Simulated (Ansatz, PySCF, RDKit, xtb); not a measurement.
# [GaSiH2Cl2]+: from the formula to a structure, part 2 of 2

Given the formula [GaSiH2Cl2]+ (charge +1) and nothing else, which arrangement of the atoms is the most stable in the gas at 298.15 K, and what are its properties?

xtb, Ansatz and PySCF; isolated molecules.

### 13 Putting it together

Energies in kcal/mol from c477; G adds the thermal terms to the CCSD(T)/def2-SVP + MP2/def2-TZVPP - MP2/def2-SVP energy. The columns left of the relaxed level are at the tight-binding geometries.

```
label                 SMILES     spin  GFN2-xTB  HF/STO-3G  r2SCAN-D4/def2-SVP  B3LYP-D3(BJ)/def2-SVP  HF/def2-SVP  MP2/def2-SVP  CCSD(T)/def2-SVP + MP2/def2-TZVPP - MP2/def2-SVP     G  share at equilibrium     T1
 c477  [Cl][SiH2][Cl].[Ga] ‡  singlet       0.0        0.0                 0.0                    0.0          0.0           0.0                                               0.0   0.0               100.0 %  0.010
c037a      Cl[SiH2][Ga+][Cl]  singlet      28.1       -4.9                20.6                   27.2         24.5          20.0                                              22.3  21.7               < 0.1 %  0.013
```

‡ marks the bonded skeleton alone, with all bonds drawn single: no Lewis structure was assigned that passes a check against the bond lengths.

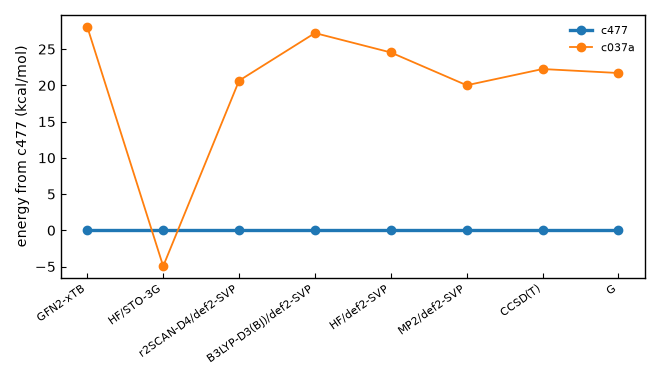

The finalists at each level, measured from c477.

Lowest found: c477, `[Cl][SiH2][Cl].[Ga]` ‡, a singlet of point group C2v. Bond lengths: Cl1–Si4 2.111 Å, Cl2–Si4 2.111 Å, Si4–H5 1.472 Å, Si4–H6 1.472 Å. Angles: Cl1–Si4–Cl2 102.6°, Cl1–Si4–H5 108.7°, Cl1–Si4–H6 108.7°, Cl2–Si4–H5 108.7°, Cl2–Si4–H6 108.7°, H5–Si4–H6 118.2°.

```xyz
6

Cl    0.8990    1.3763   -0.5940
Cl   -1.4739   -0.7361    0.2811
Ga   -0.9284    1.7798    1.6293
Si    0.0652   -0.4844   -1.1419
H    -0.5414   -0.3559   -2.4768
H     1.0759   -1.5344   -0.9361
```

‡ marks the bonded skeleton alone, with all bonds drawn single: no Lewis structure was assigned that passes a check against the bond lengths.

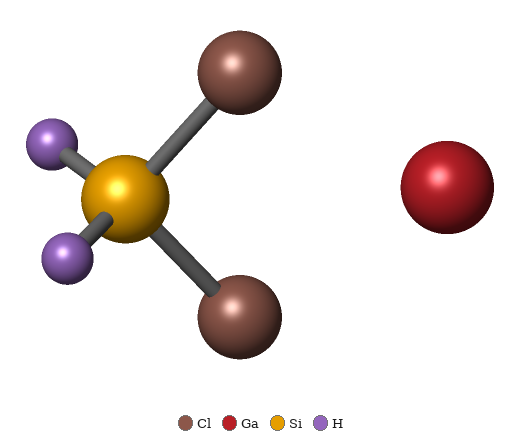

The lowest structure found, seen from a chosen angle (chlorine brown, gallium red, silicon amber, hydrogen purple).

### 14 Density, orbitals and dipole (PBE0/def2-TZVPD)

Input file input.yaml:

```yaml
crystal:
  periodic: [false, false, false]
  atoms:
    - symbol: Cl
      position_ang: [0.898981, 1.376253, -0.593957]
    - symbol: Cl
      position_ang: [-1.473933, -0.736136, 0.281111]
    - symbol: Ga
      position_ang: [-0.928437, 1.779845, 1.629300]
    - symbol: Si
      position_ang: [0.065240, -0.484418, -1.141940]
    - symbol: H
      position_ang: [-0.541389, -0.355928, -2.476763]
    - symbol: H
      position_ang: [1.075877, -1.534406, -0.936050]
basis:
  gaussian: {orbitals: def2-TZVPD}
total_charge: 1
hamiltonian: {xc: pbe0}
output: {forces: true, orbitals: {seedname: orbitals}}
```

Command:

```
ansatz run input.yaml --threads 1 --pin off --max-ram 2610MiB --events-out events.jsonl --progress --plain --runs-dir runs
```

The program printed (excerpt; [...] marks lines left out):

```text
Warning: RAYON_NUM_THREADS=1 ignored (pool sized by the plan → 1); use --threads N
Functional definition: PBE0
  name "PBE0"
[...]
1438 factors; their error is unknown
[...]
mean field -85312.23543992 eV, -3135.1668257070 hartree, gradient 1.3e-5 eV, S^2 0.000000; 0 other end points of the search recorded, 0 dependent functions left out
[...]
reference -85312.23548643 eV, -3135.1668274162 hartree; 40, 40 occupied and 167, 167 virtual orbitals, 1438 factors
[...]
Atom 1 at    -1.473933    -0.736136     0.281111 Å, force     0.367577     0.087338    -0.319282 eV/Å
Atom 2 at    -0.928437     1.779845     1.629300 Å, force     0.036345    -0.082701    -0.101056 eV/Å
Atom 3 at     0.065240    -0.484418    -1.141940 Å, force    -0.162263     0.370157     0.453521 eV/Å
Atom 4 at    -0.541389    -0.355928    -2.476763 Å, force     0.022010     0.003606     0.068378 eV/Å
Atom 5 at     1.075877    -1.534406    -0.936050 Å, force    -0.047292     0.054119     0.002387 eV/Å
Dipole moment:    -0.083396     0.189694     0.231748 e Å
```

Wall time 20 s (1 thread of Arm Neoverse V1, shared host); peak memory 0.67 GiB.

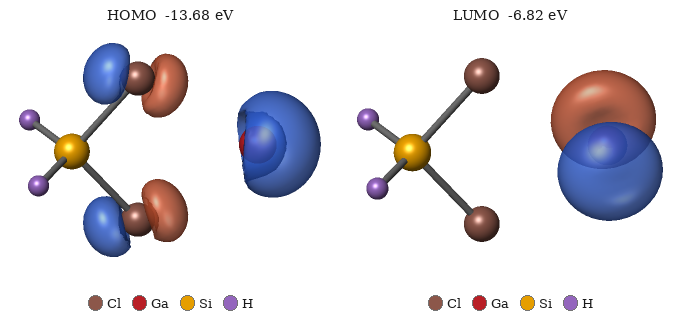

Frontier orbitals of this run, surfaces at ±0.2 Å^-3/2.

### 15 Frequencies after a tight-binding relaxation (GFN2-xTB)

Input file start.xyz:

```xyz
6
c477
Cl     0.898981     1.376253    -0.593957
Cl    -1.473933    -0.736136     0.281111
Ga    -0.928437     1.779845     1.629300
Si     0.065240    -0.484418    -1.141940
H     -0.541389    -0.355928    -2.476763
H      1.075877    -1.534406    -0.936050
```

Command:

```
xtb start.xyz --gfn 2 --ohess tight --chrg 1
```

The program printed (excerpt; [...] marks lines left out):

```text
[...]
         ::                     SUMMARY                     ::
         :::::::::::::::::::::::::::::::::::::::::::::::::::::
         :: total energy             -12.791711365957 Eh    ::
         :: gradient norm              0.000071847161 Eh/a0 ::
         :: HOMO-LUMO gap              5.149367994097 eV    ::
         ::.................................................::
         :: SCC energy               -12.820239970550 Eh    ::
         :: -> isotropic ES            0.113054406264 Eh    ::
         :: -> anisotropic ES         -0.006268037332 Eh    ::
         :: -> anisotropic XC         -0.003525561534 Eh    ::
         :: -> dispersion             -0.005153077789 Eh    ::
         :: repulsion energy           0.028528604592 Eh    ::
         :: add. restraining           0.000000000000 Eh    ::
         :: total charge               1.000000000000 e     ::
         :::::::::::::::::::::::::::::::::::::::::::::::::::::
[...]
          | TOTAL ENERGY              -12.791711365958 Eh   |
          | TOTAL ENTHALPY            -12.765054640492 Eh   |
          | TOTAL FREE ENERGY         -12.805551896297 Eh   |
          | GRADIENT NORM               0.000071812695 Eh/α |
[...]
```

Wall time 0.26 s (1 thread of Arm Neoverse V1, shared host).

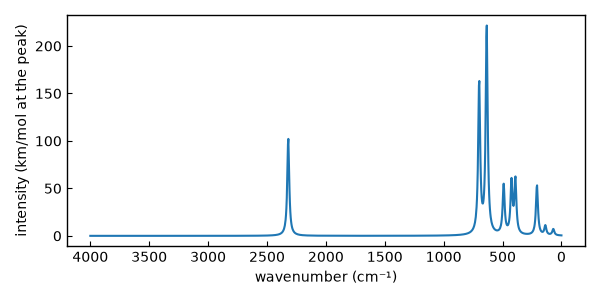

Harmonic infrared spectrum, unscaled, lines broadened by 10 cm⁻¹.

### 16 Electronic excitations (TD-PBE0/def2-SVPD)

An in-house driver calls PySCF's response routines at TD-PBE0/def2-SVPD; it has no typed input.

The program printed:

```text
coarse grid: 31408 points
cycle   1  E = -3134.4616434836  dE = -2.017e-01  |g| = 4.742e-01  |ddm| = 2.533e+00
cycle   2  E = -3134.4555849885  dE =  6.058e-03  |g| = 5.665e-01  |ddm| = 1.633e+00
cycle   3  E = -3134.5133959256  dE = -5.781e-02  |g| = 2.107e-02  |ddm| = 6.512e-01
cycle   4  E = -3134.5135157887  dE = -1.199e-04  |g| = 1.145e-02  |ddm| = 6.297e-02
cycle   5  E = -3134.5135512172  dE = -3.543e-05  |g| = 2.745e-03  |ddm| = 1.615e-02
cycle   6  E = -3134.5135532285  dE = -2.011e-06  |g| = 6.798e-04  |ddm| = 4.271e-03
final grid: 59456 points
cycle   7  E = -3134.5135492496  dE = -1.936e-08  |g| = 7.758e-04  |ddm| = 1.991e-03
cycle   8  E = -3134.5135492332  dE =  1.636e-08  |g| = 8.874e-04  |ddm| = 1.463e-03
cycle   9  E = -3134.5135493284  dE = -9.517e-08  |g| = 3.339e-05  |ddm| = 7.602e-04
cycle  10  E = -3134.5135493287  dE = -3.060e-10  |g| = 3.990e-06  |ddm| = 3.907e-05
converged SCF energy = -3134.5135493287

Static polarisability (au): isotropic 76.522, principal 59.331 76.565 93.668

Singlet excitations
state   eV       nm        f      main configurations
  1   6.0811    203.9   0.01145   H-1->L 0.86, H->L 0.11
  2   6.0824    203.8   0.06260   H->L 0.85, H-1->L 0.11
  3   6.2002    200.0   0.00011   H-1->L+1 0.98
  4   6.2110    199.6   0.07789   H->L+1 0.95
  5   6.3935    193.9   0.00000   H-2->L 0.99
  6   6.5171    190.2   0.00188   H-3->L 0.98
  7   6.6569    186.2   0.00818   H-3->L+1 0.71, H-1->L+2 0.27
  8   6.7046    184.9   0.00001   H-2->L+1 0.86, H->L+2 0.12

Triplet excitations (Tamm-Dancoff, eV): 4.4825 4.8298 5.3610
```

Run time: 9.6 s. Hardware: 1 thread of Arm Neoverse V1, shared host.

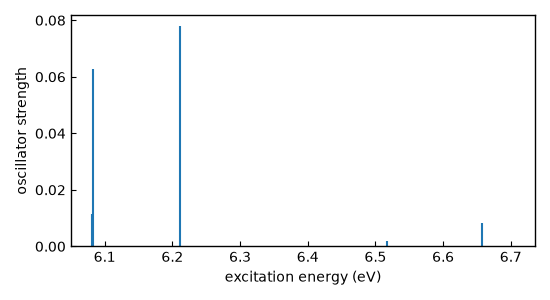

Vertical excitations as sticks.

The roots found:

```
excited state  energy (eV)  strength
            1        6.081    0.0115
            2        6.082    0.0626
            3        6.200    0.0001
            4        6.211    0.0779
            5        6.394    0.0000
            6        6.517    0.0019
            7        6.657    0.0082
            8        6.705    0.0000
```

### 17 NMR shieldings (GIAO PBE0/pcSseg-1)

An in-house driver calls PySCF's response routines at GIAO PBE0/pcSseg-1; it has no typed input.

The program printed:

```text
coarse grid: 31408 points
cycle   1  E = -3134.7742446189  dE = -2.134e-01  |g| = 9.310e-01  |ddm| = 2.219e+00
cycle   2  E = -3134.7525945406  dE =  2.165e-02  |g| = 1.023e+00  |ddm| = 1.611e+00
cycle   3  E = -3134.8655998113  dE = -1.130e-01  |g| = 4.722e-02  |ddm| = 7.169e-01
cycle   4  E = -3134.8658497130  dE = -2.499e-04  |g| = 1.558e-02  |ddm| = 5.116e-02
cycle   5  E = -3134.8658909922  dE = -4.128e-05  |g| = 3.741e-03  |ddm| = 1.738e-02
cycle   6  E = -3134.8658945038  dE = -3.512e-06  |g| = 9.546e-04  |ddm| = 4.819e-03
final grid: 59456 points
cycle   7  E = -3134.8659255744  dE = -8.265e-09  |g| = 1.062e-03  |ddm| = 1.762e-03
cycle   8  E = -3134.8659255253  dE =  4.906e-08  |g| = 1.236e-03  |ddm| = 1.617e-03
cycle   9  E = -3134.8659257344  dE = -2.091e-07  |g| = 4.842e-05  |ddm| = 8.704e-04
cycle  10  E = -3134.8659257347  dE = -3.629e-10  |g| = 8.014e-06  |ddm| = 4.263e-05
converged SCF energy = -3134.8659257347

GIAO shielding tensors (ppm)
atom      isotropic    diamagn.    paramagn.     s11        s22        s33       span
  0 Cl     813.939    1147.781    -333.842    755.532    755.797    930.488    174.955
  1 Cl     813.948    1147.832    -333.884    755.542    755.805    930.497    174.955
  2 Ga    2397.615    2634.984    -237.369   2339.639   2344.678   2508.527    168.889
  3 Si     323.118     874.988    -551.870    309.353    325.333    334.669     25.316
  4 H       24.836      25.078      -0.242     21.068     22.622     30.817      9.749
  5 H       24.836      25.570      -0.734     21.067     22.622     30.819      9.752
```

Run time: 8.1 s. Hardware: 1 thread of Arm Neoverse V1, shared host; peak memory 0.61 GiB.

Isotropic shieldings (absolute, not shifts):

```
atoms  shielding (ppm)
  Cl1            813.9
  Cl2            813.9
  Ga3           2397.6
  Si4            323.1
   H5            24.84
   H6            24.84
```

### 18 One electron fewer at the same geometry (PBE0/def2-TZVPD)

input.yaml, as its differences from that of step 14:

```diff
@@ -16,5 +16,9 @@
 basis:
-  gaussian: {orbitals: def2-TZVPD}
-total_charge: 1
-hamiltonian: {xc: pbe0}
-output: {forces: true, orbitals: {seedname: orbitals}}
+  gaussian:
+    orbitals: def2-TZVPD
+total_charge: 2
+magnetization:
+  spin_polarized: true
+  initial_magnetization: 1
+hamiltonian:
+  xc: pbe0
```

Command:

```
ansatz run input.yaml --threads 1 --pin off --max-ram 2610MiB --events-out events.jsonl --progress --plain --runs-dir runs
```

The program printed (excerpt; [...] marks lines left out):

```text
Warning: RAYON_NUM_THREADS=1 ignored (pool sized by the plan → 1); use --threads N
[... 2 set-up lines as earlier in the session ...]
[...]
1438 factors; their error is unknown
[...]
mean field -85296.57497275 eV, -3134.5913141534 hartree, gradient 5.8e-6 eV, S^2 0.759006; 7 other end points of the search recorded, 0 dependent functions left out
reference -85296.57501456 eV, -3134.5913156901 hartree; 40, 39 occupied and 167, 168 virtual orbitals, 1438 factors
Total energy: -85296.57501456 eV, -3134.5913156901 hartree
```

Wall time 2.2 min (1 thread of Arm Neoverse V1, shared host); peak memory 1.2 GiB.

Difference from the parent: 15.66 eV.

### 19 One electron more at the same geometry (PBE0/def2-TZVPD)

Input file input.yaml:

```yaml
crystal:
  periodic: [false, false, false]
  atoms:
    - {symbol: Cl, position_ang: [0.898981, 1.376253, -0.593957]}
    - {symbol: Cl, position_ang: [-1.473933, -0.736136, 0.281111]}
    - {symbol: Ga, position_ang: [-0.928437, 1.779845, 1.629300]}
    - {symbol: Si, position_ang: [0.065240, -0.484418, -1.141940]}
    - {symbol: H, position_ang: [-0.541389, -0.355928, -2.476763]}
    - {symbol: H, position_ang: [1.075877, -1.534406, -0.936050]}
basis:
  gaussian:
    orbitals: def2-TZVPD
magnetization:
  spin_polarized: true
  initial_magnetization: 1
hamiltonian:
  xc: {name: PBE0}
scf:
  lower_state_search: off
```

Command:

```
ansatz run input.yaml --threads 1 --pin off --max-ram 2610MiB --events-out events.jsonl --progress --plain --runs-dir runs
```

The program printed (excerpt; [...] marks lines left out):

```text
Warning: RAYON_NUM_THREADS=1 ignored (pool sized by the plan → 1); use --threads N
[... 2 set-up lines as earlier in the session ...]
[...]
1438 factors; their error is unknown
[...]
mean field -85317.24943653 eV, -3135.3510866839 hartree, gradient 2.1e-6 eV, S^2 0.754159; 0 other end points of the search recorded, 0 dependent functions left out
reference -85317.24948497 eV, -3135.3510884638 hartree; 41, 40 occupied and 166, 167 virtual orbitals, 1438 factors
Total energy: -85317.24948497 eV, -3135.3510884638 hartree
Checks for a lower state left out: stability, starts, cluster_reference, orbital_swaps, neighbouring_geometries, increment
```

Wall time 39 s (1 thread of Arm Neoverse V1, shared host); peak memory 0.86 GiB.

Parent less the species with the added electron: 5.01 eV.

### 20 The triplet at the same geometry (PBE0/def2-TZVPD)

Input file input.yaml:

```yaml
crystal:
  periodic: [false, false, false]
  atoms:
    - symbol: Cl
      position_ang: [0.898981, 1.376253, -0.593957]
    - symbol: Cl
      position_ang: [-1.473933, -0.736136, 0.281111]
    - symbol: Ga
      position_ang: [-0.928437, 1.779845, 1.629300]
    - symbol: Si
      position_ang: [0.065240, -0.484418, -1.141940]
    - symbol: H
      position_ang: [-0.541389, -0.355928, -2.476763]
    - symbol: H
      position_ang: [1.075877, -1.534406, -0.936050]
basis:
  gaussian:
    orbitals: def2-TZVPD
magnetization:
  spin_polarized: true
  initial_magnetization: 2
total_charge: 1
hamiltonian:
  xc: {name: PBE0}
```

Command:

```
ansatz run input.yaml --threads 1 --pin off --max-ram 2610MiB --events-out events.jsonl --progress --plain --runs-dir runs
```

The program printed (excerpt; [...] marks lines left out):

```text
Warning: RAYON_NUM_THREADS=1 ignored (pool sized by the plan → 1); use --threads N
[... 2 set-up lines as earlier in the session ...]
[...]
1438 factors; their error is unknown
[...]
mean field -85307.72327443 eV, -3135.0010066837 hartree, gradient 1.1e-5 eV, S^2 2.002437; 4 other end points of the search recorded, 0 dependent functions left out
reference -85307.72331936 eV, -3135.0010083350 hartree; 41, 39 occupied and 166, 168 virtual orbitals, 1438 factors
Total energy: -85307.72331936 eV, -3135.0010083350 hartree
```

Run time: 50 s. Hardware: 1 thread of Arm Neoverse V1, shared host; peak memory 0.89 GiB.

It lies 4.51 eV above the singlet.

### 21 Summary of results

The summary covers parts 1 to 2.

```
                                                        quantity                                                                               value
                                          lowest structure found                                                 [Cl][SiH2][Cl].[Ga] ‡, singlet, C2v
                                                   next finalist                               Cl[SiH2][Ga+][Cl], singlet, 21.7 kcal/mol higher in G
                       share at equilibrium, among the finalists                                                                             100.0 %
                                                          funnel  28 starts, 21 minima at GFN2-xTB, 7 screening runs, 1 rescued, 3 relaxed, 2 ranked
                                            CPU time of all runs                                                                              20 min
harmonic wavenumbers, lowest and highest (B3LYP-D3(BJ)/def2-SVP)                                                                    51 and 2353 cm⁻¹
                             rotational constants, same geometry                                                      0.08615, 0.04582, 0.03025 cm⁻¹
                                   HOMO energy (PBE0/def2-TZVPD)                                                                           -13.68 eV
                                   LUMO energy (PBE0/def2-TZVPD)                                                                            -6.82 eV
                                 HOMO–LUMO gap (PBE0/def2-TZVPD)                                                                             6.87 eV
                           lowest excitation (TD-PBE0/def2-SVPD)                                                                 6.08 eV (f = 0.011)
             lowest triplet excitation, same level, Tamm-Dancoff                                                                             4.48 eV
                                      vertical ionisation energy                                                                            15.66 eV
                  vertical recombination energy (electron added)                                                                             5.01 eV
                                   vertical triplet less singlet                                                                            +4.51 eV
```

What this shows: `[Cl][SiH2][Cl].[Ga]` ‡ comes out lowest. It came from a random start; the drawn patterns missed it. The margin of 21.7 kcal/mol over the next finalist is beyond the usual error of the last level; it says nothing of structures that weren't ranked. GFN2-xTB, r2SCAN-D4/def2-SVP, B3LYP-D3(BJ)/def2-SVP, HF/def2-SVP and MP2/def2-SVP already put its bonding pattern lowest among the structures in one piece; HF/STO-3G favours the singlet Cl[SiH2][Ga+][Cl]. The largest share of the time went into recheck (39 %). Lowest found is not proven lowest: the search is finite, and each finalist counts with one conformer. Patterns outside the rules of the enumeration were met only by chance.

‡ marks the bonded skeleton alone, with all bonds drawn single: no Lewis structure was assigned that passes a check against the bond lengths.
